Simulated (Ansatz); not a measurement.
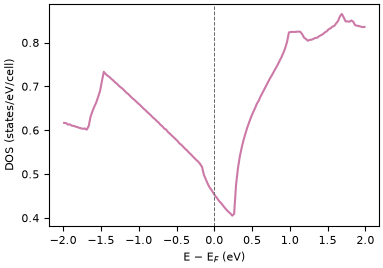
Figure: Density of states of Cd (P6_3/mmc) near the Fermi level, PBEsol, rigid bands in Ansatz (a quantum-chemistry and plane-wave program).

**Question.** With 2 atoms a cell, what bare Sommerfeld coefficient γ = (π²/3) k_B² N(E_F) follows?

**Answer.** N(E_F) ≈ 0.45 states/eV a cell at 300 K, so γ ≈ 0.54 mJ/(mol of atoms·K²), before electron-phonon enhancement.

**Question.** How far does the Fermi level move in a rigid band for 0.1 electron a cell added or removed?

**Answer.** 232 meV and -205 meV.

A metal at this level (no band gap); rigid bands, thermally averaged at 300 K, both spins. Spin-orbit coupling is left out. Geometry: cell and atoms relaxed with PBEsol.
